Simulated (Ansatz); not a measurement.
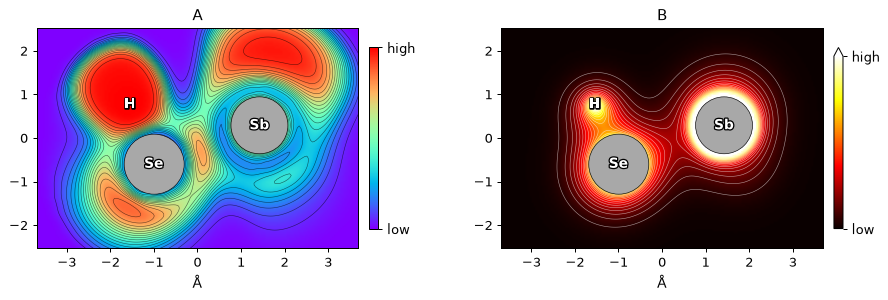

H3SbSe (SMILES [SeH][SbH2]): 2 fields on the plane of atoms Sb2, Se1 and H3, with unlabelled colour scales. Grey discs cover the atomic cores.

Core potentials replace the inner electrons of Sb.

Level of theory: Ansatz, RKS PBE0-D4/def2-SVP.

Q: Match the panels to the quantities (electron density and electron localisation function).

A: Panel A: electron localisation function. Panel B: electron density. From the grid: Sb–Se (2.58 Å): ρ is about 0.5 e/Å³ halfway; the ELF peaks at about 0.75 in the valence shell of Se, 1.1 Å from its nucleus, and drops to about 0.20 between the two atoms. Se–H (1.47 Å): ρ is about 1.3 e/Å³ halfway; the ELF climbs to about 1 towards the hydrogen, as it does in any bond to H.
